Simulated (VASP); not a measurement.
Band structure of ZnCdS2 (space group P-4m2). Level of theory: PBEsol GGA, VASP's PBE PAW potentials (set 64) (plane waves; VASP 6.6.1).

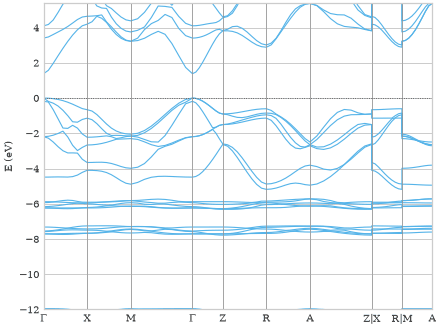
Figure. Bands along high-symmetry lines, zero at the valence-band maximum or, without a gap, the Fermi level

Q: Read the plot: is there a gap, and where are the band edges?

A: The gap is direct, 1.38 eV, from the valence maximum at Γ to the conduction minimum at Γ. (Edges off the drawn lines would not show.)

The structure comes from a computed database's ZnCdS2 entry (P-4m2); how it stands against other phases isn't given here. It was relaxed first.
